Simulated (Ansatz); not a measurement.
# AlBrClH: the cost of one run

Program: the Python package of Ansatz 0.2.0. Level of theory: Hartree-Fock/def2-SVP. These are calculated values, not measurements.

## 1. The structure

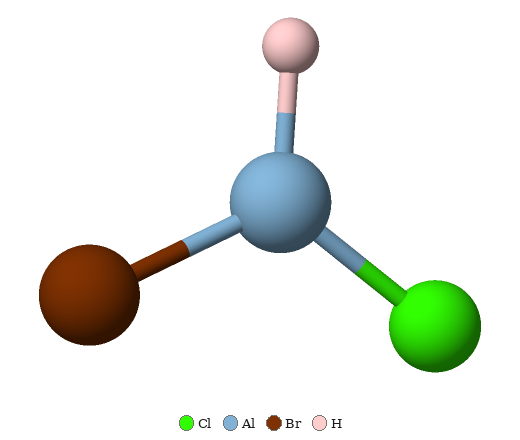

The structure that the script starts from, seen from a chosen angle (chlorine green, aluminium light blue, bromine brown, hydrogen pink).

The script holds or builds the structure itself.

## 2. Script

md_albrclh.py reads:

```python
"""Molecular dynamics of one AlBrClH molecule."""

import ansatz as az
from ase import Atoms
import numpy as np


def main() -> None:
    atoms = Atoms(["Cl", "Al", "Br", "H"], positions=[
        (-2.0318, 0.0601, -0.5933),
        (0.0479, 0.1571, -0.0228),
        (1.1168, -1.8322, 0.638),
        (0.9227, 1.5547, -0.0421),
    ])
    molecule = az.Crystal.molecule_from_ase(atoms)

    setup = molecule.calculation()
    setup = setup.basis(gaussian="def2-SVP")
    setup = setup.functional("HF")
    symbols = [site.symbol for site in molecule.cartesian_sites]
    start = np.array([site.position_ang for site in molecule.cartesian_sites], dtype=float)
    rep = setup.relax(force_tolerance=0.02, max_steps=100).run().report
    end = np.array(rep["positions_ang"])
    minimum = az.Crystal.molecule()
    for symbol, place in zip(symbols, end):
        minimum = minimum.atom(symbol, place.tolist())

    # dynamics from the relaxed geometry
    setup = (
        minimum.calculation()
        .basis(gaussian="def2-SVP")
        .functional("HF")
        .md("nve", timestep=0.5, steps=30, temperature=300, initial_velocities="maxwell_boltzmann", seed=55)
    )
    frames = []
    result = setup.session().plan().execute(on_event=lambda e: frames.append(e["data"]) if e["event"] == "md_step" else None)
    print("t (fs)   E_pot (eV)      E_kin (eV)   T (K)   d(0-1) (A)")
    for f in frames[::3]:
        xyz = np.array(f["positions_ang"])
        print(f"{f['time_fs']:6.2f} {f['lagrangian_ev']:14.5f} {f['e_kin_ev']:10.5f} {f['temperature_k']:8.1f} {np.linalg.norm(xyz[0] - xyz[1]):9.4f}")
    kept = np.array([f["conserved_ev"] for f in frames])
    print(f"conserved energy moves by at most {1000 * np.ptp(kept):.3f} meV")


if __name__ == "__main__":
    main()
```

## 3. The calls as engine input

The package turns the script's settings into the engine's input (first run):

```yaml
crystal:
  periodic: [false, false, false]
  atoms:
    - { symbol: Cl, position_ang: [-2.0318, 0.0601, -0.5933] }
    - { symbol: Al, position_ang: [0.0479, 0.1571, -0.0228] }
    - { symbol: Br, position_ang: [1.1168, -1.8322, 0.638] }
    - { symbol: H, position_ang: [0.9227, 1.5547, -0.0421] }
basis:
  gaussian:
    orbitals: def2-SVP
hamiltonian:
  xc: hf
relax:
  f_tol: 0.02
  max_steps: 100
```

## 4. Running it

Launch:

```
> python md_albrclh.py
```

**Question.** How long does this script take on 1 thread of Intel Xeon 6975P-C (Granite Rapids), shared host, and how much memory does it need?

About 22 s, with a peak of 0.21 GiB.
